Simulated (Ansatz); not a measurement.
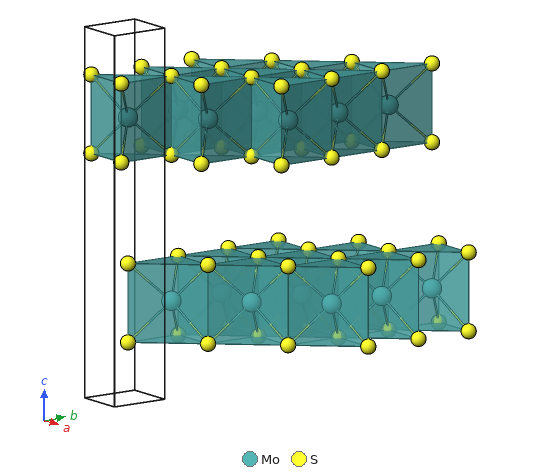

Polyhedra are drawn about Mo (bonds: Mo–S below 2.7 Å); other atoms are plain spheres.

System MoS₂; source of the atomic positions: the end point of a relaxation with DFT PBE, scalar-relativistic, plane waves, PAW in Ansatz.

Q: What figure surrounds each Mo atom, and what does it share with the other drawn polyhedra?

A: Mo: MoS6 trigonal prism, sharing edges with six neighbours.

Q: What is the connectivity of the polyhedra: isolated, groups, chains, layers or framework?

A: They form layers of edge-sharing trigonal prisms parallel to (001).

Q: How far apart are the centres of linked polyhedra?

A: Centre to centre across a shared edge: 3.18 Å.
